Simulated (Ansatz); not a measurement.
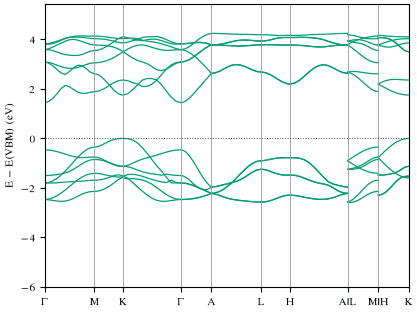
Band structure from plane-wave PAW r²SCAN (Ansatz code)

Task: Read off the gap and where the band edges lie.

Result: About 1.4 eV (1.44 eV by a search for the band edges); maximum at K, minimum at Γ.

Task: Which compound is it?
(A) CaP, P-62m (Ca on 3g, Ca on 3f, P on 4h, P on 2e)
(B) Si, P6_3/mmc (Si on 4f, Si on 4e)
(C) GaAs, P6_3mc (Ga on 2b, As on 2b, Ga on 2a, As on 2a)
(D) LaN, P6_3mc (La on 2b, N on 2b)

Result: D, LaN, P6_3mc (La on 2b, N on 2b)

The first step of the workflow began from a Materials Project structure, measured or hypothetical; the Crystallography Open Database copy checked does not list it. COD files the formula under space group No. 225. Whether it is the stable phase at ambient conditions was not checked. The r²SCAN relaxation kept the symmetry of its start; its stability against distortions is not shown here. Scalar-relativistic: spin–orbit coupling is off unless named, which matters more the heavier the elements.

Potentials: the later of the program's two PAW sets.
